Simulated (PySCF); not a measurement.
Vertical excitations of a molecule C₄H₉FSi from TDDFT-PBE/def2-SVPD in PySCF, as energy in eV (oscillator strength): 6.44 (0.009), 6.60 (0.006), 6.61 (0.008), 6.73 (0.019), 6.93 (0.009), 6.99 (0.007), 7.14 (0.062), 7.23 (0.059), 7.33 (0.015), 7.49 (0.002). Lowest triplet (TDA): 6.26 eV. The structure is a stationary point at B3LYP-D3(BJ)/def2-SVP. One conformer was computed; it need not be the lowest.

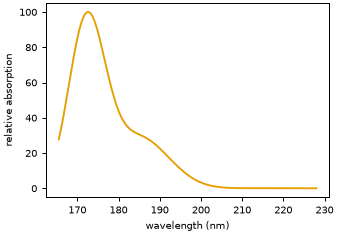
Figure. The lines broadened by 0.4 eV.

Task: Identify the compound among the candidates.
A) C/C=C/[SiH2]CF
B) C[Si]1(F)CCC1
C) C/C=C(\C)[SiH2]F
D) C[C@H]1C[C@@]1(F)[SiH3]

Result: D, C[C@H]1C[C@@]1(F)[SiH3]
